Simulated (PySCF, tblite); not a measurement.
# C₆H₆F₂O₂: a rotation path, then NMR shifts on frames

How do NMR shifts of C₆H₆F₂O₂ (`CC(F)(F)Oc1ccco1`) change as the atoms move?

Programs: tblite 0.8.0 and PySCF 2.14.0, with density-fitted response routines of our own. Each step states its level of theory. These are calculated values for one molecule in the gas phase, unless marked as measured. Atoms count from 0, in the outputs and in this text.

## (1) Starting geometry

16 atoms, charge 0, multiplicity 1; geometry from: GFN2-xTB.

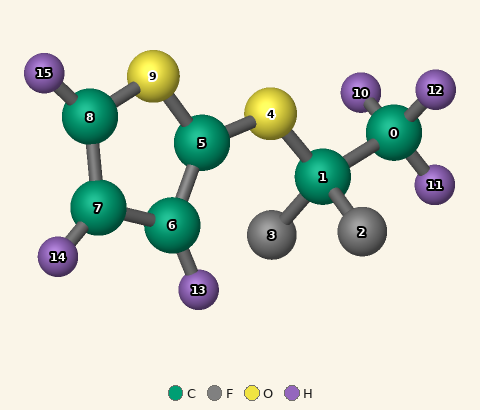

The starting geometry (carbon teal, fluorine grey, oxygen yellow, hydrogen purple), atoms numbered; sticks join atoms by distance.

## (2) The rotation path with GFN2-xTB

The job: settings as JSON, then the geometry in Å.

```
{"job": {"kind": "neb", "xc": "GFN2-xTB", "basis": "xTB", "atoms": [0, 1, 4, 5], "turn": 120}, "charge": 0, "multiplicity": 1}
C     -2.893137     0.078770     0.572279
C     -1.475213    -0.378995     0.311275
F     -1.428351    -1.166681    -0.806576
F     -1.055188    -1.218337     1.306684
O     -0.646273     0.680675     0.190898
C      0.688660     0.436161    -0.047481
C      1.423827    -0.695809    -0.205200
C      2.751873    -0.240771    -0.423732
C      2.704221     1.113748    -0.379502
O      1.439869     1.537155    -0.148392
H     -2.913314     0.653009     1.493105
H     -3.533236    -0.794152     0.662089
H     -3.219803     0.697660    -0.257344
H      1.082203    -1.708689    -0.173056
H      3.612299    -0.854975    -0.589548
H      3.453964     1.870175    -0.490240
```

Level: GFN2-xTB climbing-image nudged elastic band, gas phase.

The run is started by

```console
OMP_NUM_THREADS=1 python probes_run.py task.json out
```

One launch serves the whole session: the jobs run in the order shown.

Log:

```text
image   E - E0 / eV
  0       0.0000
  1       0.0276
  2       0.0937
  3       0.1818
  4       0.2443
  5       0.2298
  6       0.1842
  7       0.1911
  8       0.1640
```

Run time: 6.9 s. Hardware: 1 thread of Arm Neoverse V1, shared host; peak memory 0.18 GiB.

The final band, with the dihedral C0–C1–O4–C5:

```
image  dihedral (°)  energy (eV)  energy (kcal/mol)
    0           180        0.000                0.0
    1           190        0.028                0.6
    2           202        0.094                2.2
    3           219        0.182                4.2
    4           245        0.244                5.6
    5           267        0.230                5.3
    6           287        0.184                4.2
    7           312        0.191                4.4
    8           305        0.164                3.8
```

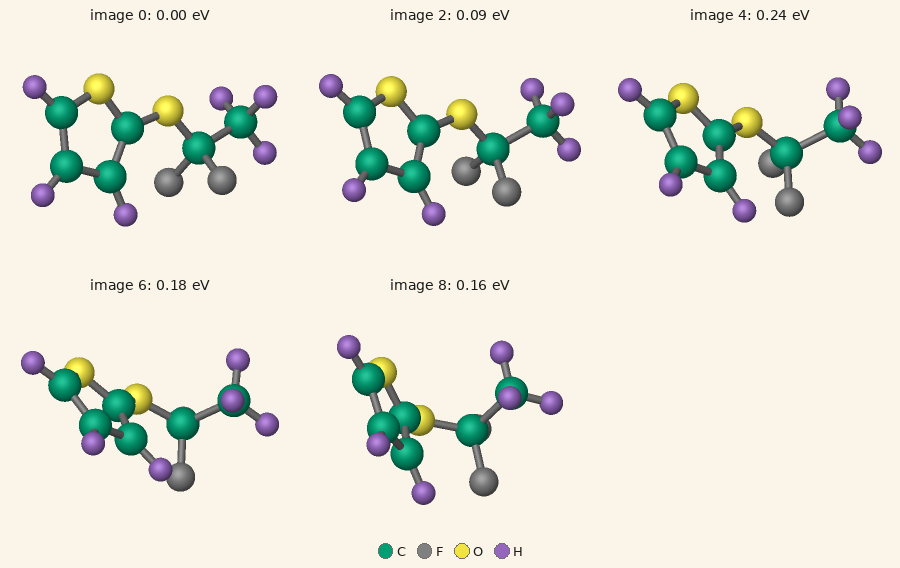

Images along the band.

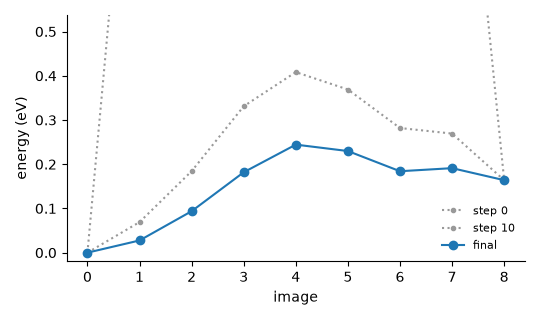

Energy along the band, early and final.

## (3) NMR shieldings: image 0, PBE0/pcSseg-1

The job: settings as JSON, then the geometry in Å.

```
{"job": {"kind": "nmr", "xc": "PBE0", "basis": "pcSseg-1", "pop": false}, "charge": 0, "multiplicity": 1}
C     -2.893100     0.078800     0.572300
C     -1.475200    -0.379000     0.311300
F     -1.428400    -1.166700    -0.806600
F     -1.055200    -1.218300     1.306700
O     -0.646300     0.680700     0.190900
C      0.688700     0.436200    -0.047500
C      1.423800    -0.695800    -0.205200
C      2.751900    -0.240800    -0.423700
C      2.704200     1.113700    -0.379500
O      1.439900     1.537200    -0.148400
H     -2.913300     0.653000     1.493100
H     -3.533200    -0.794200     0.662100
H     -3.219800     0.697700    -0.257300
H      1.082200    -1.708700    -0.173100
H      3.612300    -0.855000    -0.589500
H      3.454000     1.870200    -0.490200
```

With the program's defaults for keys left out, this is: GIAO PBE0/pcSseg-1 NMR shielding, non-relativistic, gas phase.

Log:

```text
coarse grid: 14584 points
cycle   1  E = -581.4243538169  dE =  2.030e+00  |g| = 9.729e-01  |ddm| = 3.720e+00
cycle   2  E = -581.2849062208  dE =  1.394e-01  |g| = 1.359e+00  |ddm| = 1.237e+00
cycle   3  E = -581.5924152032  dE = -3.075e-01  |g| = 1.075e-01  |ddm| = 7.484e-01
cycle   4  E = -581.5940800979  dE = -1.665e-03  |g| = 6.423e-02  |ddm| = 1.303e-01
cycle   5  E = -581.5948512224  dE = -7.711e-04  |g| = 1.400e-02  |ddm| = 5.090e-02
cycle   6  E = -581.5948883622  dE = -3.714e-05  |g| = 4.387e-03  |ddm| = 1.176e-02
cycle   7  E = -581.5948921951  dE = -3.833e-06  |g| = 1.419e-03  |ddm| = 3.949e-03
final grid: 145104 points
cycle   8  E = -581.6887601910  dE = -3.853e-05  |g| = 1.510e-02  |ddm| = 3.073e-02
cycle   9  E = -581.6886905068  dE =  6.968e-05  |g| = 2.447e-02  |ddm| = 2.349e-02
cycle  10  E = -581.6887998870  dE = -1.094e-04  |g| = 2.661e-03  |ddm| = 1.635e-02
cycle  11  E = -581.6888015382  dE = -1.651e-06  |g| = 3.511e-04  |ddm| = 2.284e-03
cycle  12  E = -581.6888015561  dE = -1.797e-08  |g| = 1.444e-04  |ddm| = 3.111e-04
cycle  13  E = -581.6888015605  dE = -4.390e-09  |g| = 2.792e-05  |ddm| = 1.151e-04
cycle  14  E = -581.6888015606  dE = -1.342e-10  |g| = 1.501e-05  |ddm| = 2.980e-05
converged SCF energy = -581.6888015606

GIAO shielding tensors (ppm)
atom      isotropic    diamagn.    paramagn.     s11        s22        s33       span
  0 C      160.967     246.892     -85.925    145.532    148.007    189.361     43.829
  1 C       56.095     238.505    -182.410     48.178     59.618     60.489     12.312
  2 F      259.383     477.935    -218.552    149.727    284.882    343.539    193.812
  3 F      259.617     477.617    -218.000    149.974    285.310    343.569    193.595
  4 O      158.815     403.373    -244.558    102.836    175.419    198.190     95.353
  5 C       27.199     249.214    -222.016    -39.783     52.850     68.529    108.312
  6 C       90.507     255.585    -165.078     34.455     73.370    163.694    129.239
  7 C       68.710     257.046    -188.335    -20.268     65.926    160.473    180.742
  8 C       49.417     250.691    -201.274    -26.832     64.585    110.498    137.330
  9 O       52.099     397.344    -345.246    -75.479      9.841    221.934    297.414
 10 H       29.784      28.004       1.779     25.994     27.835     35.522      9.529
 11 H       29.736      26.597       3.139     25.743     27.741     35.724      9.982
 12 H       29.783      28.136       1.647     25.994     27.839     35.514      9.520
 13 H       25.623      33.740      -8.117     21.246     26.238     29.386      8.140
 14 H       25.085      30.597      -5.512     23.193     25.583     26.479      3.285
 15 H       24.641      28.815      -4.174     21.416     25.285     27.222      5.806
```

Run time: 35 s. Hardware: 1 thread of Arm Neoverse V1, shared host; peak memory 0.79 GiB.

Shifts follow as δ = σ(reference) − σ, with reference shieldings (ppm) from runs at the same level and on the same kind of geometry: 1H TMS 31.72, 13C TMS 186.9, 19F CFCl3 170.9, 17O H2O 336.1. The references are single molecules in the gas phase, so shifts against H2O, NH3, PH3, H3PO4 or CFCl3 are not on the usual liquid scales and can be off by tens of ppm. Each atom is listed at this fixed geometry, with no averaging over motion; a spectrum would average atoms that exchange fast.

| atoms | environment | σ (ppm) | δ (ppm) |
| --- | --- | --- | --- |
| C5 | aromatic carbon bearing oxygen | 27.2 | 159.7 |
| C8 | aromatic CH next to the ring oxygen | 49.4 | 137.5 |
| C1 | fully substituted sp3 carbon bonded to 2 F and O | 56.1 | 130.8 |
| C7 | aromatic CH | 68.7 | 118.2 |
| C6 | aromatic CH | 90.5 | 96.4 |
| C0 | methyl carbon | 161.0 | 26.0 |
| H15 | hydrogen on an aromatic CH next to the ring oxygen | 24.64 | 7.08 |
| H14 | hydrogen on an aromatic CH | 25.09 | 6.63 |
| H13 | hydrogen on an aromatic CH | 25.62 | 6.09 |
| H11 | hydrogen on a methyl carbon | 29.74 | 1.98 |
| H12 | hydrogen on a methyl carbon | 29.78 | 1.93 |
| H10 | hydrogen on a methyl carbon | 29.78 | 1.93 |
| F2 | fluorine of a CF2 group | 259.4 | -88.4 |
| F3 | fluorine of a CF2 group | 259.6 | -88.7 |
| O9 | aromatic ring oxygen | 52.1 | 284.0 |
| O4 | ether oxygen | 158.8 | 177.3 |

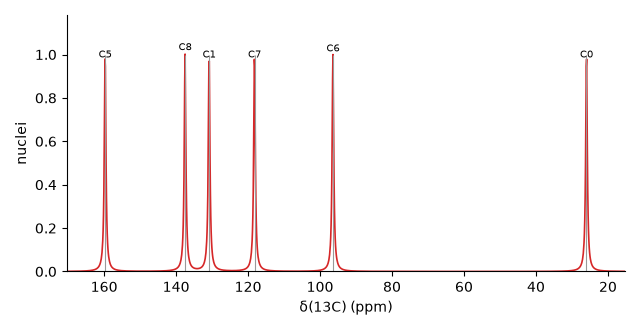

13C lines at the computed shifts, without couplings. Lines are broadened to a width of 0.54 ppm (Lorentzian).

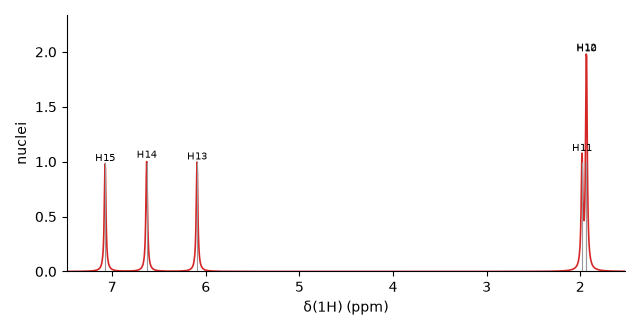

1H lines at the computed shifts, without couplings. Lines are broadened to a width of 0.02 ppm (Lorentzian).

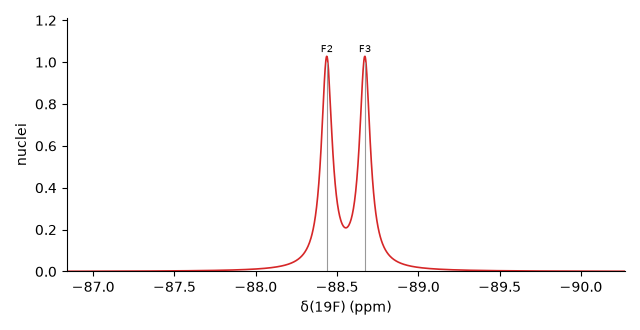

19F lines at the computed shifts, without couplings. Lines are broadened to a width of 0.08 ppm (Lorentzian).

Ring of atoms C5, C6, C7, C8, O9: NICS(0) -12.8, NICS(1) -9.5, NICS(1)zz -23.9 ppm (means of both faces).

Orbitals, density, ELF and potential are computed afterwards from the orbital file.

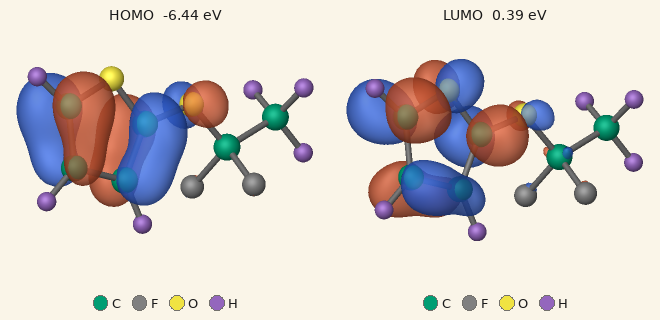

PBE0/pcSseg-1 orbitals near the gap, drawn at the value that encloses 70 % of each; the two colours are the two signs.

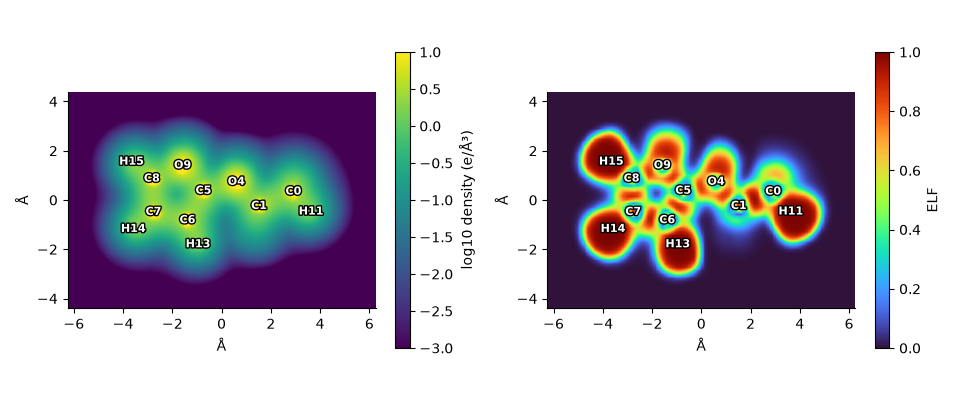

Density (left) and ELF (right) in a plane through or near 12 of the atoms.

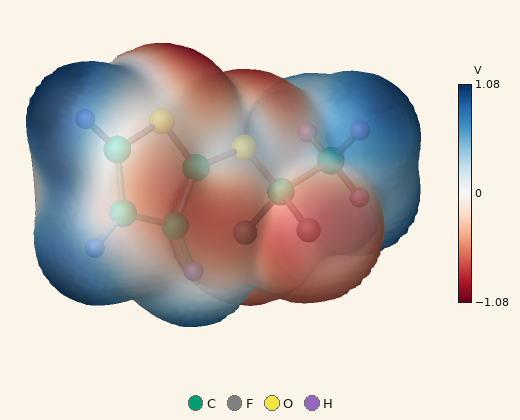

Electrostatic potential on the surface of density 0.002 e/bohr³; red is low, blue high. It runs, from the 1st to the 99th percentile, from -0.82 V near O9 to 1.08 V near H15.

## (4) Nuclear shieldings: image 2, PBE0/pcSseg-1

The job: settings as JSON, then the geometry in Å.

```
{"job": {"kind": "nmr", "xc": "PBE0", "basis": "pcSseg-1", "pop": false}, "charge": 0, "multiplicity": 1}
C     -2.882800     0.100300     0.419200
C     -1.472500    -0.422000     0.597800
F     -1.256400    -1.458300    -0.260500
F     -1.308900    -0.992700     1.831600
O     -0.590300     0.587900     0.422800
C      0.725100     0.358600     0.091900
C      1.419800    -0.693900    -0.417000
C      2.722600    -0.185900    -0.668800
C      2.705600     1.117200    -0.293600
O      1.484700     1.457700     0.176400
H     -3.085500     0.853500     1.173000
H     -3.585100    -0.723200     0.506700
H     -2.950200     0.543000    -0.570700
H      1.074700    -1.689800    -0.594600
H      3.541100    -0.729300    -1.091900
H      3.450400     1.885900    -0.307100
```

With the program's defaults for keys left out, this is: GIAO PBE0/pcSseg-1 NMR shielding, non-relativistic, gas phase.

Log:

```text
coarse grid: 14584 points
cycle   1  E = -581.4219068943  dE =  2.028e+00  |g| = 9.727e-01  |ddm| = 3.698e+00
cycle   2  E = -581.2848905112  dE =  1.370e-01  |g| = 1.354e+00  |ddm| = 1.243e+00
cycle   3  E = -581.5900718562  dE = -3.052e-01  |g| = 1.079e-01  |ddm| = 7.560e-01
cycle   4  E = -581.5917432224  dE = -1.671e-03  |g| = 6.404e-02  |ddm| = 1.289e-01
cycle   5  E = -581.5925042617  dE = -7.610e-04  |g| = 1.379e-02  |ddm| = 5.038e-02
cycle   6  E = -581.5925404203  dE = -3.616e-05  |g| = 4.278e-03  |ddm| = 1.160e-02
cycle   7  E = -581.5925441299  dE = -3.710e-06  |g| = 1.254e-03  |ddm| = 3.778e-03
final grid: 145104 points
cycle   8  E = -581.6860398413  dE = -3.774e-05  |g| = 1.478e-02  |ddm| = 3.435e-02
cycle   9  E = -581.6859743627  dE =  6.548e-05  |g| = 2.385e-02  |ddm| = 2.276e-02
cycle  10  E = -581.6860781305  dE = -1.038e-04  |g| = 2.618e-03  |ddm| = 1.581e-02
cycle  11  E = -581.6860797522  dE = -1.622e-06  |g| = 3.596e-04  |ddm| = 2.291e-03
cycle  12  E = -581.6860797714  dE = -1.920e-08  |g| = 1.482e-04  |ddm| = 3.249e-04
cycle  13  E = -581.6860797760  dE = -4.544e-09  |g| = 3.127e-05  |ddm| = 1.214e-04
cycle  14  E = -581.6860797761  dE = -1.694e-10  |g| = 1.605e-05  |ddm| = 3.238e-05
converged SCF energy = -581.6860797761

GIAO shielding tensors (ppm)
atom      isotropic    diamagn.    paramagn.     s11        s22        s33       span
  0 C      160.005     249.339     -89.334    143.836    147.314    188.865     45.029
  1 C       55.791     236.004    -180.213     48.061     57.648     61.663     13.602
  2 F      262.515     478.250    -215.735    175.760    276.709    335.077    159.317
  3 F      250.274     474.759    -224.485    140.676    266.768    343.377    202.701
  4 O      163.431     403.690    -240.259    112.541    181.633    196.120     83.579
  5 C       27.214     248.694    -221.480    -38.572     52.529     67.686    106.257
  6 C       91.177     255.229    -164.052     37.282     74.002    162.247    124.965
  7 C       68.613     257.137    -188.525    -20.420     66.375    159.883    180.303
  8 C       49.357     250.686    -201.329    -28.498     64.453    112.115    140.613
  9 O       48.902     397.320    -348.418    -76.897      6.071    217.532    294.429
 10 H       29.708      28.124       1.583     25.933     27.771     35.420      9.487
 11 H       29.791      26.895       2.895     25.890     27.667     35.814      9.924
 12 H       29.848      29.661       0.187     26.158     28.309     35.076      8.918
 13 H       25.576      33.885      -8.309     20.837     26.603     29.288      8.452
 14 H       25.114      30.636      -5.522     23.211     25.613     26.518      3.307
 15 H       24.641      28.799      -4.158     21.456     25.307     27.159      5.703
```

It took 31 s on 1 thread of Arm Neoverse V1, shared host; peak memory 0.93 GiB.

Key values: δ C5 159.7, C8 137.6, C1 131.1, C7 118.3, H15 7.08, H14 6.60 ppm.

(Part 1 of 2 ends here.)
